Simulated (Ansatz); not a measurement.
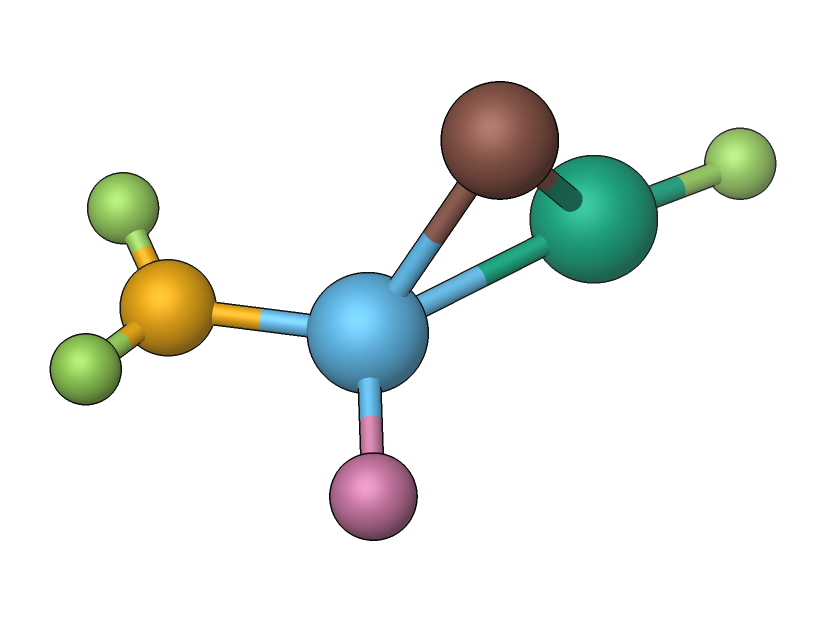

A ball-and-stick model of a molecule. Every bond is drawn as one stick, whatever its order. Colours: nitrogen orange, silicon blue, fluorine pink, aluminium teal, sulfur brown, hydrogen green.

The computed structure is the end point of a PBE0-D4/def2-TZVP optimisation.

**Which formula does it have?**

AlFH₃NSSi, 8 atoms: 1 aluminium, 1 fluorine, 3 hydrogen, 1 nitrogen, 1 sulfur and 1 silicon.

**Name functional groups in it.**

Among them: Si–N bond.

The parts below concern this one geometry. Atoms keep their numbers from picture to picture.

Shape

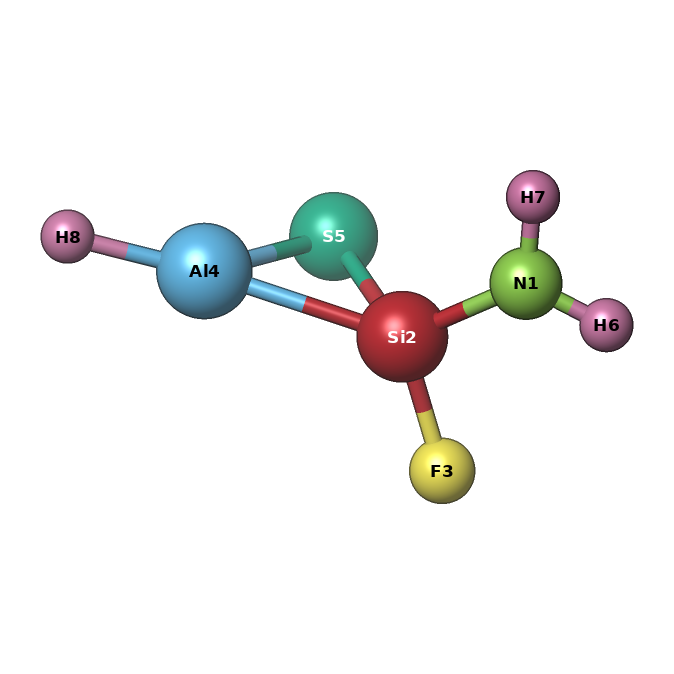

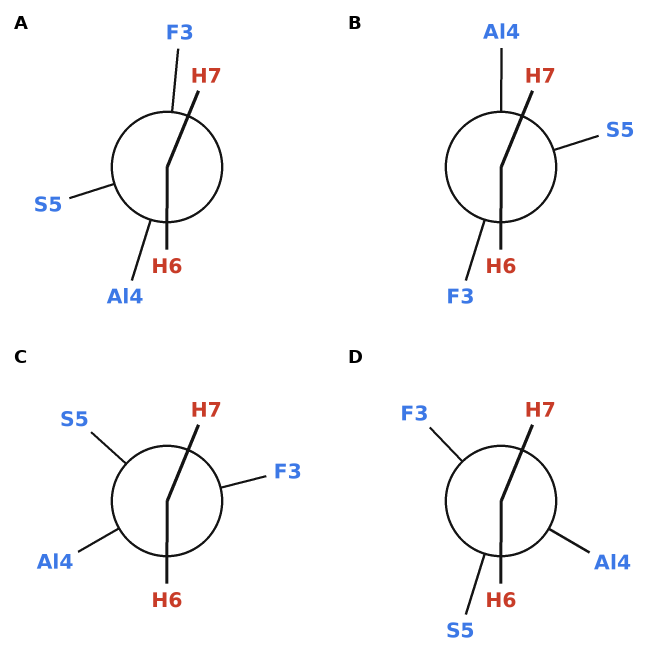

Distant atoms are faded towards the background colour. Bonds that would overlap in a projection are set slightly apart.

**Which Newman projection shows the view along N1–Si2, with N1 in front?**

B. The torsion angle H6–N1–Si2–S5 is −108°, anticlinal.

Thermal motion

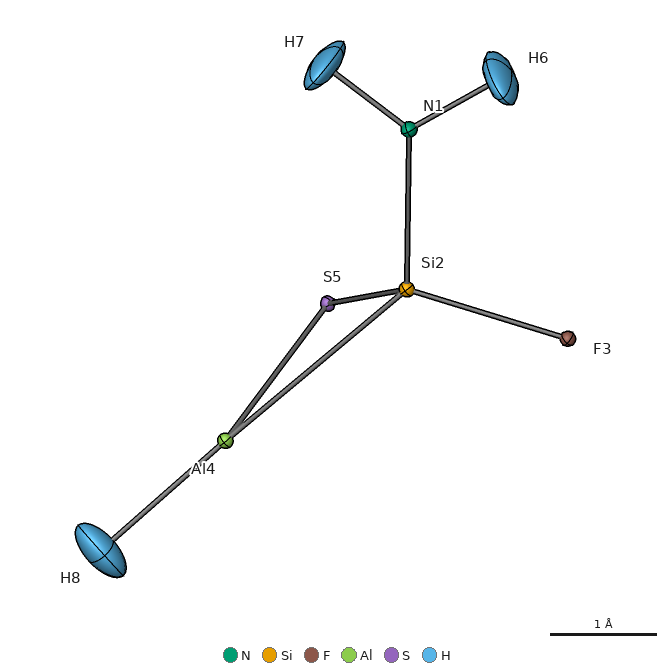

Displacement ellipsoids at the 50 % level, from the internal vibrations of the free molecule (harmonic, no overall translation or rotation; no half-axis is drawn under 0.075 Å). Vibrations computed with RKS PBE0-D4/def2-TZVP (Ansatz 0.2.0). Temperature: 0 K (zero-point motion alone).

List U_eq and the three principal root-mean-square amplitudes for each kind of atom.

```csv
atom,U_eq (Å²),rms amplitudes (Å)
N1,0.0029,"0.037, 0.051, 0.069"
Si2,0.0011,"0.027, 0.035, 0.038"
F3,0.0022,"0.034, 0.049, 0.056"
Al4,0.0012,"0.029, 0.034, 0.040"
S5,0.0011,"0.024, 0.033, 0.041"
H6,0.0410,"0.082, 0.148, 0.308"
H7,0.0378,"0.076, 0.155, 0.289"
H8,0.0293,"0.097, 0.184, 0.211"
```

Charges

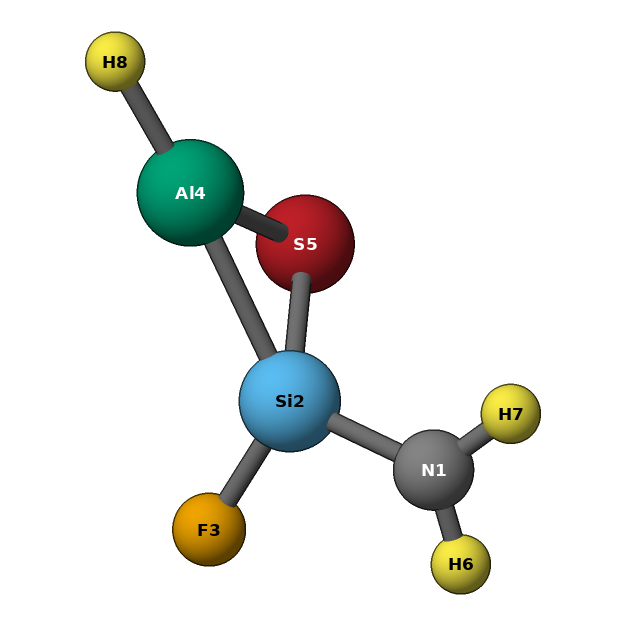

The questions are on Mulliken charges. Properties computed with RKS ωB97M-V/def2-TZVPP (Ansatz 0.2.0).

**Which atom carries the highest charge (most positive or least negative)?**

Si2 (0.56 e).

**And the lowest?**

N1 (−0.34 e).

Give the Mulliken charges atom by atom.

| atom | value (e) |
| --- | --- |
| N1 | −0.34 |
| Si2 | 0.56 |
| F3 | −0.31 |
| Al4 | 0.19 |
| S5 | −0.28 |
| H6 | 0.13 |
| H7 | 0.12 |
| H8 | −0.06 |

Vibrations

Harmonic vibrations computed with RKS PBE0-D4/def2-TZVP (Ansatz 0.2.0) at a stationary point of the same level.

**How many vibrational modes are there, and where do they lie?**

18 modes: 71, 169, 217, 248, 268, 297, 349, 409, 427, 519, 582, 784, 903, 914, 1564, 1952, 3613, 3721 cm⁻¹.

Mulliken values depend strongly on the basis set and can even reverse the polarity of a bond.
